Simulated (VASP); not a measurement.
Band structure of BaTiO3 (tetragonal perovskite). These are vdW-DF-cx, VASP's PBE PAW potentials (set 64) (plane waves; VASP) values and carry that method's errors.

Unless said otherwise, spin-orbit coupling is left out, though it shifts the bands of the heavy elements here.

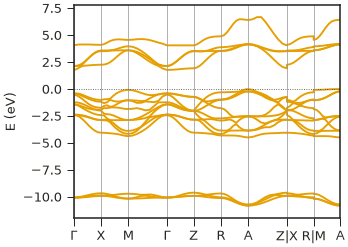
*Bands along high-symmetry lines, zero at the valence-band maximum or, without a gap, the Fermi level*

Read the plot: is there a gap, and where are the band edges?

The gap is indirect, 1.78 eV, from the valence maximum at A to the conduction minimum at Γ. (Edges off the drawn lines would not show.)

The compound is BaTiO3 in the tetragonal perovskite structure. It was relaxed first.
